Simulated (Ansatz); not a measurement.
## Electronic structure of Hf$_{3}$ (triplet) in real space

Input file:

```
crystal:
  periodic: [false, false, false]
  atoms:
    - {symbol: Hf, position_ang: [-1.443976, 0.340160, -0.519603]}
    - {symbol: Hf, position_ang: [0.510571, -1.486559, -0.014526]}
    - {symbol: Hf, position_ang: [0.933394, 1.146400, 0.534129]}
basis:
  gaussian: {orbitals: def2-TZVP, initial_orbitals: start.molden}
magnetization: {spin_polarized: true, initial_magnetization: 2}
hamiltonian: {xc: pbe0, dispersion: d4}
output: {orbitals: {seedname: orbitals}}
```

Launched as:

```sh
ansatz run in.yaml --threads 4 --pin off --events-out ev --progress --plain --max-ram 3916MiB
```

Geometry: PBE-D4/def2-TZVP; ⟨S²⟩ = 2.06, above the pure value of 2.00; core potentials replace the inner electrons of Hf.

The calculation used Ansatz 0.2.0, UKS PBE0-D4/def2-TZVP.

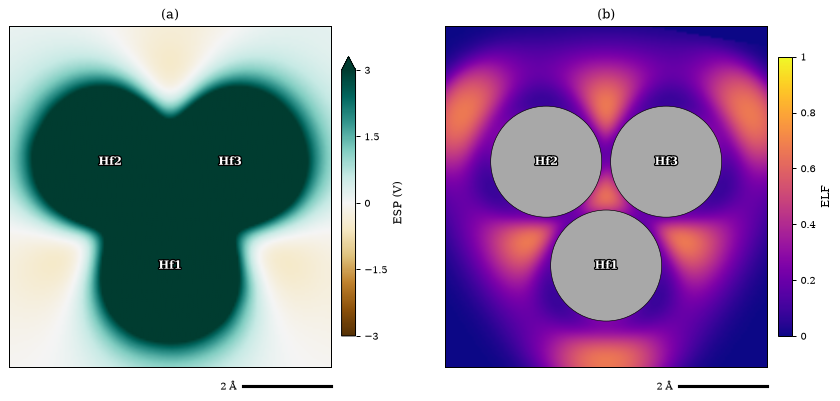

Figure 1. (a) electrostatic potential; (b) electron localisation function on the molecular plane. Grey discs cover the atomic cores in the ELF map.

Q: What do the fields say about this system?

A:
- The plane passes through Hf nuclei.
- Hf–Hf (2.72 Å): the ELF is about 0.20 at the midpoint.
- Outside the dense part of the molecule the potential is most negative (−0.5 V) near Hf1, Hf2 and Hf3.

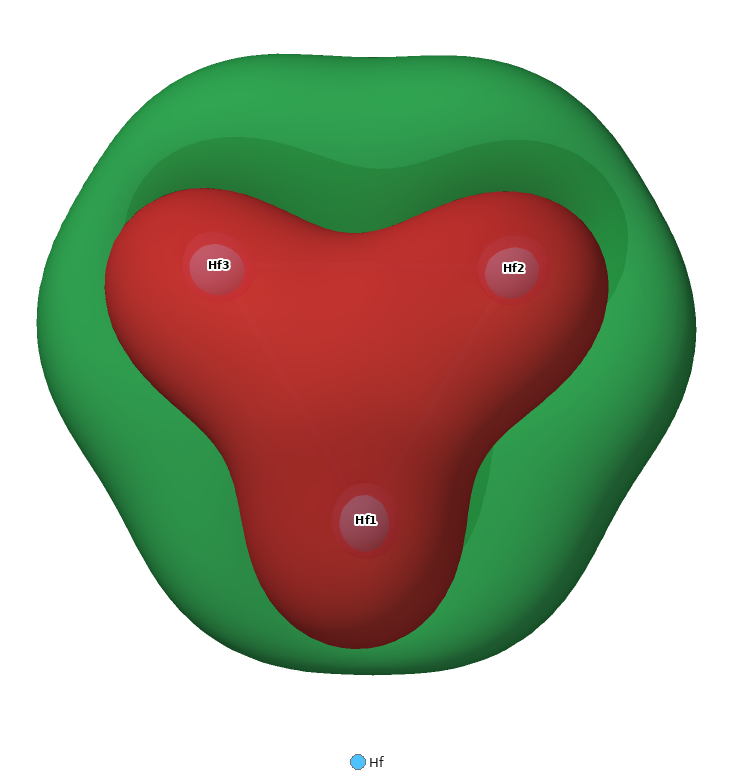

Figure 2. The LUMO (α) at ±0.06 Å⁻³ᐟ² (green and red are the two phases), seen at an oblique angle.

Q: Describe this orbital and give its energy.

A: It lies mainly on Hf1 (about 35 %), Hf2 (about 35 %) and Hf3 (about 35 %); it is symmetric in the molecular plane (an in-plane orbital: σ, lone-pair or in-plane π type). Its energy is −1.98 eV.
